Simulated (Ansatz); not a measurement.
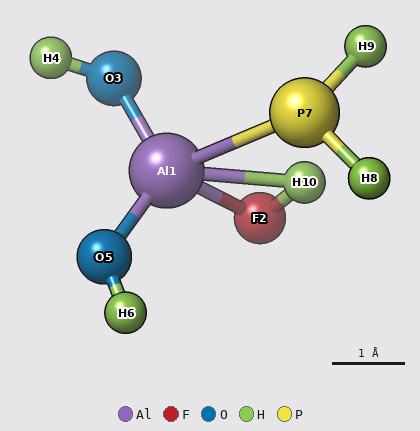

Figure 1. The input geometry (ball-and-stick view, seen at a tilt; atoms are numbered from 1 in the order of the input). Sticks mark near contacts. Bond lengths as drawn: Al–F 1.82 Å, Al–H 1.97 Å, Al–O 1.69 Å, Al–P 2.47 Å, F–H 1.10 Å, H–O 0.94 Å and H–P 1.39 Å.

# Molecular dynamics of AlPH5O2F (part 1 of 3)

The run: molecular dynamics of AlPH5O2F. Method and program: RHF/6-31G* (Ansatz 0.2.0).

It belongs to a series of runs on one base structure; here: dynamics from the highest image of the converged band. Figures and captions count atoms from 1; the log counts them from 0 in places.

Input:
```yaml
crystal:
  periodic: [false, false, false]
  atoms:
    - { symbol: Al, position_ang: [0.185333, 0.085954, -0.055639] }
    - { symbol: F, position_ang: [0.37798, -0.196717, 1.734338] }
    - { symbol: O, position_ang: [1.643002, -0.289887, -0.816251] }
    - { symbol: H, position_ang: [1.724312, -0.564016, -1.715892] }
    - { symbol: O, position_ang: [-1.30866, -0.431716, -0.640482] }
    - { symbol: H, position_ang: [-2.172718, -0.323206, -0.280512] }
    - { symbol: P, position_ang: [0.194901, 2.456205, 0.642251] }
    - { symbol: H, position_ang: [-0.795023, 2.91635, 1.510358] }
    - { symbol: H, position_ang: [1.346122, 2.971578, 1.233694] }
    - { symbol: H, position_ang: [0.370252, 0.907854, 1.720534] }
basis:
  gaussian: { orbitals: "6-31G*" }
hamiltonian:
  xc: hf
md:
  timestep: 0.5
  n_steps: 200
  ensemble: nve
  temperature: 100.0
  initial_velocities: maxwell_boltzmann
  seed: 4816
```

Launch command:
```bash
ansatz run input.yaml --threads 1 --pin off --max-ram 2048MiB --backend cpu --events-out ev --progress --plain --runs-dir out
```

The program's output:
```
Engine: ansatz 0.2.0, aarch64-unknown-linux-gnu
Functional definition: HF
  exchange = exact_x
  correlation = 0
917 factors; integrals over basis functions are off by at most 5.1e-4 eV
mean field evaluation 1: about -22710.4397 eV, gradient 5.2e1 eV
mean field evaluation 2: about -22710.4941 eV, gradient 5.2e1 eV
mean field evaluation 4: about -22715.6392 eV, gradient 2.8e0 eV
mean field evaluation 8: about -22715.6779 eV, gradient 1.4e-1 eV
mean field -22715.67800855 eV, -834.7857695747 hartree, gradient 2.1e-5 eV, S^2 0.000000; 0 other end points of the search recorded, 0 dependent functions left out
the calculation of the forces begins
reference -22715.67800855 eV, -834.7857695747 hartree; 29, 29 occupied and 64, 64 virtual orbitals, 917 factors
md step     0: t =     0.00 fs  T =   100.0 K  F+E_penalty+E_count = -22715.67800855 eV  E_kin = 0.103408 eV  conserved = -22715.57460055 eV  (33 SCF iters)
these checks for a lower state are left out or cut short: starts, cluster_reference, orbital_swaps, neighbouring_geometries, increment
917 factors; integrals over basis functions are off by at most 5.2e-4 eV
mean field evaluation 16: about -22715.6757 eV, gradient 1.3e-3 eV
mean field -22715.67573562 eV, -834.7856860458 hartree, gradient 1.4e-5 eV, S^2 0.000000; 0 other end points of the search recorded, 0 dependent functions left out
the calculation of the forces begins
reference -22715.67573562 eV, -834.7856860458 hartree; 29, 29 occupied and 64, 64 virtual orbitals, 917 factors
md step     1: t =     0.50 fs  T =    97.9 K  F+E_penalty+E_count = -22715.67573562 eV  E_kin = 0.101203 eV  conserved = -22715.57453284 eV  (26 SCF iters)
[... from here on the SCF iterations and repeated set-up lines of each step are left out, up to the last step ...]
md step     2: t =     1.00 fs  T =    92.4 K  F+E_penalty+E_count = -22715.66994169 eV  E_kin = 0.095561 eV  conserved = -22715.57438055 eV  (26 SCF iters)
md step     3: t =     1.50 fs  T =    85.8 K  F+E_penalty+E_count = -22715.66297094 eV  E_kin = 0.088755 eV  conserved = -22715.57421587 eV  (26 SCF iters)
md step     4: t =     2.00 fs  T =    80.5 K  F+E_penalty+E_count = -22715.65737949 eV  E_kin = 0.083273 eV  conserved = -22715.57410683 eV  (26 SCF iters)
md step     5: t =     2.50 fs  T =    78.1 K  F+E_penalty+E_count = -22715.65487753 eV  E_kin = 0.080790 eV  conserved = -22715.57408754 eV  (25 SCF iters)
md step     6: t =     3.00 fs  T =    78.9 K  F+E_penalty+E_count = -22715.65578370 eV  E_kin = 0.081635 eV  conserved = -22715.57414852 eV  (26 SCF iters)
md step     7: t =     3.50 fs  T =    82.1 K  F+E_penalty+E_count = -22715.65916727 eV  E_kin = 0.084923 eV  conserved = -22715.57424423 eV  (26 SCF iters)
md step     8: t =     4.00 fs  T =    86.3 K  F+E_penalty+E_count = -22715.66356807 eV  E_kin = 0.089254 eV  conserved = -22715.57431420 eV  (26 SCF iters)
md step     9: t =     4.50 fs  T =    90.5 K  F+E_penalty+E_count = -22715.66792822 eV  E_kin = 0.093610 eV  conserved = -22715.57431829 eV  (26 SCF iters)
md step    10: t =     5.00 fs  T =    94.7 K  F+E_penalty+E_count = -22715.67219996 eV  E_kin = 0.097935 eV  conserved = -22715.57426470 eV  (25 SCF iters)
md step    11: t =     5.50 fs  T =    99.6 K  F+E_penalty+E_count = -22715.67720864 eV  E_kin = 0.102998 eV  conserved = -22715.57421072 eV  (26 SCF iters)
md step    12: t =     6.00 fs  T =   106.0 K  F+E_penalty+E_count = -22715.68379183 eV  E_kin = 0.109571 eV  conserved = -22715.57422111 eV  (26 SCF iters)
md step    13: t =     6.50 fs  T =   113.6 K  F+E_penalty+E_count = -22715.69182305 eV  E_kin = 0.117506 eV  conserved = -22715.57431721 eV  (26 SCF iters)
md step    14: t =     7.00 fs  T =   121.3 K  F+E_penalty+E_count = -22715.69990673 eV  E_kin = 0.125453 eV  conserved = -22715.57445354 eV  (27 SCF iters)
md step    15: t =     7.50 fs  T =   127.2 K  F+E_penalty+E_count = -22715.70607159 eV  E_kin = 0.131523 eV  conserved = -22715.57454859 eV  (33 SCF iters)
md step    16: t =     8.00 fs  T =   130.0 K  F+E_penalty+E_count = -22715.70900459 eV  E_kin = 0.134463 eV  conserved = -22715.57454184 eV  (33 SCF iters)
md step    17: t =     8.50 fs  T =   130.1 K  F+E_penalty+E_count = -22715.70898049 eV  E_kin = 0.134552 eV  conserved = -22715.57442813 eV  (33 SCF iters)
md step    18: t =     9.00 fs  T =   129.3 K  F+E_penalty+E_count = -22715.70793800 eV  E_kin = 0.133683 eV  conserved = -22715.57425531 eV  (33 SCF iters)
md step    19: t =     9.50 fs  T =   130.2 K  F+E_penalty+E_count = -22715.70873303 eV  E_kin = 0.134638 eV  conserved = -22715.57409474 eV  (33 SCF iters)
md step    20: t =    10.00 fs  T =   135.4 K  F+E_penalty+E_count = -22715.71400116 eV  E_kin = 0.139989 eV  conserved = -22715.57401208 eV  (33 SCF iters)
md step    21: t =    10.50 fs  T =   146.1 K  F+E_penalty+E_count = -22715.72510339 eV  E_kin = 0.151056 eV  conserved = -22715.57404709 eV  (27 SCF iters)
md step    22: t =    11.00 fs  T =   161.8 K  F+E_penalty+E_count = -22715.74150696 eV  E_kin = 0.167309 eV  conserved = -22715.57419829 eV  (25 SCF iters)
md step    23: t =    11.50 fs  T =   180.3 K  F+E_penalty+E_count = -22715.76084335 eV  E_kin = 0.186428 eV  conserved = -22715.57441509 eV  (35 SCF iters)
md step    24: t =    12.00 fs  T =   198.4 K  F+E_penalty+E_count = -22715.77973781 eV  E_kin = 0.205127 eV  conserved = -22715.57461078 eV  (33 SCF iters)
md step    25: t =    12.50 fs  T =   213.2 K  F+E_penalty+E_count = -22715.79517543 eV  E_kin = 0.220473 eV  conserved = -22715.57470232 eV  (33 SCF iters)
md step    26: t =    13.00 fs  T =   223.5 K  F+E_penalty+E_count = -22715.80576268 eV  E_kin = 0.231101 eV  conserved = -22715.57466187 eV  (34 SCF iters)
md step    27: t =    13.50 fs  T =   229.8 K  F+E_penalty+E_count = -22715.81213898 eV  E_kin = 0.237606 eV  conserved = -22715.57453342 eV  (33 SCF iters)
md step    28: t =    14.00 fs  T =   233.9 K  F+E_penalty+E_count = -22715.81631108 eV  E_kin = 0.241916 eV  conserved = -22715.57439527 eV  (33 SCF iters)
md step    29: t =    14.50 fs  T =   238.1 K  F+E_penalty+E_count = -22715.82047192 eV  E_kin = 0.246171 eV  conserved = -22715.57430090 eV  (33 SCF iters)
md step    30: t =    15.00 fs  T =   243.6 K  F+E_penalty+E_count = -22715.82618674 eV  E_kin = 0.251938 eV  conserved = -22715.57424828 eV  (27 SCF iters)
md step    31: t =    15.50 fs  T =   251.6 K  F+E_penalty+E_count = -22715.83437322 eV  E_kin = 0.260165 eV  conserved = -22715.57420863 eV  (27 SCF iters)
md step    32: t =    16.00 fs  T =   262.6 K  F+E_penalty+E_count = -22715.84570539 eV  E_kin = 0.271536 eV  conserved = -22715.57416948 eV  (33 SCF iters)
md step    33: t =    16.50 fs  T =   277.2 K  F+E_penalty+E_count = -22715.86078367 eV  E_kin = 0.286626 eV  conserved = -22715.57415764 eV  (34 SCF iters)
md step    34: t =    17.00 fs  T =   295.5 K  F+E_penalty+E_count = -22715.87975233 eV  E_kin = 0.305536 eV  conserved = -22715.57421652 eV  (33 SCF iters)
md step    35: t =    17.50 fs  T =   316.5 K  F+E_penalty+E_count = -22715.90167153 eV  E_kin = 0.327307 eV  conserved = -22715.57436435 eV  (33 SCF iters)
md step    36: t =    18.00 fs  T =   338.2 K  F+E_penalty+E_count = -22715.92428086 eV  E_kin = 0.349721 eV  conserved = -22715.57455986 eV  (33 SCF iters)
md step    37: t =    18.50 fs  T =   357.8 K  F+E_penalty+E_count = -22715.94465404 eV  E_kin = 0.369949 eV  conserved = -22715.57470483 eV  (33 SCF iters)
md step    38: t =    19.00 fs  T =   373.2 K  F+E_penalty+E_count = -22715.96065978 eV  E_kin = 0.385956 eV  conserved = -22715.57470428 eV  (33 SCF iters)
md step    39: t =    19.50 fs  T =   384.7 K  F+E_penalty+E_count = -22715.97235644 eV  E_kin = 0.397812 eV  conserved = -22715.57454482 eV  (33 SCF iters)
md step    40: t =    20.00 fs  T =   394.4 K  F+E_penalty+E_count = -22715.98214263 eV  E_kin = 0.407812 eV  conserved = -22715.57433057 eV  (33 SCF iters)
md step    41: t =    20.50 fs  T =   405.2 K  F+E_penalty+E_count = -22715.99321449 eV  E_kin = 0.419005 eV  conserved = -22715.57420911 eV  (33 SCF iters)
md step    42: t =    21.00 fs  T =   418.9 K  F+E_penalty+E_count = -22716.00741062 eV  E_kin = 0.433162 eV  conserved = -22715.57424834 eV  (33 SCF iters)
md step    43: t =    21.50 fs  T =   435.0 K  F+E_penalty+E_count = -22716.02419573 eV  E_kin = 0.449802 eV  conserved = -22715.57439409 eV  (33 SCF iters)
md step    44: t =    22.00 fs  T =   451.5 K  F+E_penalty+E_count = -22716.04140927 eV  E_kin = 0.466867 eV  conserved = -22715.57454199 eV  (33 SCF iters)
md step    45: t =    22.50 fs  T =   466.3 K  F+E_penalty+E_count = -22716.05682805 eV  E_kin = 0.482212 eV  conserved = -22715.57461600 eV  (34 SCF iters)
md step    46: t =    23.00 fs  T =   478.5 K  F+E_penalty+E_count = -22716.06935757 eV  E_kin = 0.494762 eV  conserved = -22715.57459556 eV  (33 SCF iters)
md step    47: t =    23.50 fs  T =   488.3 K  F+E_penalty+E_count = -22716.07939999 eV  E_kin = 0.504897 eV  conserved = -22715.57450260 eV  (33 SCF iters)
md step    48: t =    24.00 fs  T =   497.2 K  F+E_penalty+E_count = -22716.08851073 eV  E_kin = 0.514120 eV  conserved = -22715.57439068 eV  (32 SCF iters)
md step    49: t =    24.50 fs  T =   506.9 K  F+E_penalty+E_count = -22716.09853430 eV  E_kin = 0.524204 eV  conserved = -22715.57433006 eV  (32 SCF iters)
md step    50: t =    25.00 fs  T =   518.4 K  F+E_penalty+E_count = -22716.11048686 eV  E_kin = 0.536107 eV  conserved = -22715.57437944 eV  (33 SCF iters)
md step    51: t =    25.50 fs  T =   531.0 K  F+E_penalty+E_count = -22716.12364523 eV  E_kin = 0.549095 eV  conserved = -22715.57455066 eV  (33 SCF iters)
md step    52: t =    26.00 fs  T =   542.2 K  F+E_penalty+E_count = -22716.13540883 eV  E_kin = 0.560628 eV  conserved = -22715.57478091 eV  (33 SCF iters)
md step    53: t =    26.50 fs  T =   548.7 K  F+E_penalty+E_count = -22716.14233177 eV  E_kin = 0.567393 eV  conserved = -22715.57493851 eV  (33 SCF iters)
md step    54: t =    27.00 fs  T =   548.6 K  F+E_penalty+E_count = -22716.14215103 eV  E_kin = 0.567258 eV  conserved = -22715.57489256 eV  (33 SCF iters)
md step    55: t =    27.50 fs  T =   542.6 K  F+E_penalty+E_count = -22716.13573608 eV  E_kin = 0.561117 eV  conserved = -22715.57461927 eV  (33 SCF iters)
md step    56: t =    28.00 fs  T =   534.9 K  F+E_penalty+E_count = -22716.12734625 eV  E_kin = 0.553079 eV  conserved = -22715.57426754 eV  (33 SCF iters)
md step    57: t =    28.50 fs  T =   530.2 K  F+E_penalty+E_count = -22716.12235205 eV  E_kin = 0.548282 eV  conserved = -22715.57406974 eV  (34 SCF iters)
md step    58: t =    29.00 fs  T =   531.5 K  F+E_penalty+E_count = -22716.12378248 eV  E_kin = 0.549634 eV  conserved = -22715.57414833 eV  (33 SCF iters)
md step    59: t =    29.50 fs  T =   537.7 K  F+E_penalty+E_count = -22716.13049383 eV  E_kin = 0.556074 eV  conserved = -22715.57441976 eV  (33 SCF iters)
md step    60: t =    30.00 fs  T =   545.1 K  F+E_penalty+E_count = -22716.13835623 eV  E_kin = 0.563663 eV  conserved = -22715.57469332 eV  (33 SCF iters)
md step    61: t =    30.50 fs  T =   549.5 K  F+E_penalty+E_count = -22716.14310109 eV  E_kin = 0.568275 eV  conserved = -22715.57482628 eV  (33 SCF iters)
md step    62: t =    31.00 fs  T =   549.1 K  F+E_penalty+E_count = -22716.14256463 eV  E_kin = 0.567779 eV  conserved = -22715.57478557 eV  (33 SCF iters)
md step    63: t =    31.50 fs  T =   544.1 K  F+E_penalty+E_count = -22716.13728841 eV  E_kin = 0.562664 eV  conserved = -22715.57462404 eV  (33 SCF iters)
md step    64: t =    32.00 fs  T =   537.0 K  F+E_penalty+E_count = -22716.12973967 eV  E_kin = 0.555304 eV  conserved = -22715.57443605 eV  (33 SCF iters)
md step    65: t =    32.50 fs  T =   530.4 K  F+E_penalty+E_count = -22716.12282735 eV  E_kin = 0.548509 eV  conserved = -22715.57431855 eV  (26 SCF iters)
md step    66: t =    33.00 fs  T =   526.1 K  F+E_penalty+E_count = -22716.11835385 eV  E_kin = 0.544016 eV  conserved = -22715.57433756 eV  (26 SCF iters)
md step    67: t =    33.50 fs  T =   523.6 K  F+E_penalty+E_count = -22716.11598886 eV  E_kin = 0.541495 eV  conserved = -22715.57449368 eV  (34 SCF iters)
md step    68: t =    34.00 fs  T =   520.8 K  F+E_penalty+E_count = -22716.11330117 eV  E_kin = 0.538597 eV  conserved = -22715.57470419 eV  (33 SCF iters)
md step    69: t =    34.50 fs  T =   514.7 K  F+E_penalty+E_count = -22716.10709904 eV  E_kin = 0.532277 eV  conserved = -22715.57482205 eV  (33 SCF iters)
md step    70: t =    35.00 fs  T =   503.8 K  F+E_penalty+E_count = -22716.09568472 eV  E_kin = 0.520962 eV  conserved = -22715.57472225 eV  (33 SCF iters)
md step    71: t =    35.50 fs  T =   489.6 K  F+E_penalty+E_count = -22716.08068775 eV  E_kin = 0.506269 eV  conserved = -22715.57441831 eV  (33 SCF iters)
md step    72: t =    36.00 fs  T =   476.4 K  F+E_penalty+E_count = -22716.06675431 eV  E_kin = 0.492650 eV  conserved = -22715.57410384 eV  (33 SCF iters)
md step    73: t =    36.50 fs  T =   468.6 K  F+E_penalty+E_count = -22716.05860823 eV  E_kin = 0.484592 eV  conserved = -22715.57401600 eV  (25 SCF iters)
md step    74: t =    37.00 fs  T =   467.4 K  F+E_penalty+E_count = -22716.05754238 eV  E_kin = 0.483320 eV  conserved = -22715.57422278 eV  (26 SCF iters)
md step    75: t =    37.50 fs  T =   469.8 K  F+E_penalty+E_count = -22716.06041018 eV  E_kin = 0.485842 eV  conserved = -22715.57456793 eV  (33 SCF iters)
md step    76: t =    38.00 fs  T =   471.0 K  F+E_penalty+E_count = -22716.06189840 eV  E_kin = 0.487069 eV  conserved = -22715.57482952 eV  (33 SCF iters)
md step    77: t =    38.50 fs  T =   467.1 K  F+E_penalty+E_count = -22716.05787469 eV  E_kin = 0.482991 eV  conserved = -22715.57488415 eV  (33 SCF iters)
md step    78: t =    39.00 fs  T =   457.1 K  F+E_penalty+E_count = -22716.04736852 eV  E_kin = 0.472628 eV  conserved = -22715.57474036 eV  (33 SCF iters)
md step    79: t =    39.50 fs  T =   443.0 K  F+E_penalty+E_count = -22716.03254629 eV  E_kin = 0.458059 eV  conserved = -22715.57448694 eV  (33 SCF iters)
md step    80: t =    40.00 fs  T =   428.5 K  F+E_penalty+E_count = -22716.01735672 eV  E_kin = 0.443118 eV  conserved = -22715.57423900 eV  (25 SCF iters)
md step    81: t =    40.50 fs  T =   417.4 K  F+E_penalty+E_count = -22716.00569055 eV  E_kin = 0.431589 eV  conserved = -22715.57410157 eV  (25 SCF iters)
md step    82: t =    41.00 fs  T =   411.5 K  F+E_penalty+E_count = -22715.99970611 eV  E_kin = 0.425572 eV  conserved = -22715.57413440 eV  (26 SCF iters)
md step    83: t =    41.50 fs  T =   410.6 K  F+E_penalty+E_count = -22715.99890743 eV  E_kin = 0.424588 eV  conserved = -22715.57431898 eV  (26 SCF iters)
md step    84: t =    42.00 fs  T =   411.9 K  F+E_penalty+E_count = -22716.00048018 eV  E_kin = 0.425934 eV  conserved = -22715.57454621 eV  (33 SCF iters)
md step    85: t =    42.50 fs  T =   412.3 K  F+E_penalty+E_count = -22716.00101904 eV  E_kin = 0.426364 eV  conserved = -22715.57465542 eV  (33 SCF iters)
md step    86: t =    43.00 fs  T =   410.4 K  F+E_penalty+E_count = -22715.99896127 eV  E_kin = 0.424419 eV  conserved = -22715.57454232 eV  (33 SCF iters)
md step    87: t =    43.50 fs  T =   407.9 K  F+E_penalty+E_count = -22715.99608233 eV  E_kin = 0.421811 eV  conserved = -22715.57427147 eV  (33 SCF iters)
md step    88: t =    44.00 fs  T =   408.4 K  F+E_penalty+E_count = -22715.99643412 eV  E_kin = 0.422368 eV  conserved = -22715.57406626 eV  (26 SCF iters)
md step    89: t =    44.50 fs  T =   414.8 K  F+E_penalty+E_count = -22716.00302006 eV  E_kin = 0.428903 eV  conserved = -22715.57411745 eV  (25 SCF iters)
md step    90: t =    45.00 fs  T =   426.1 K  F+E_penalty+E_count = -22716.01501376 eV  E_kin = 0.440618 eV  conserved = -22715.57439626 eV  (34 SCF iters)
```
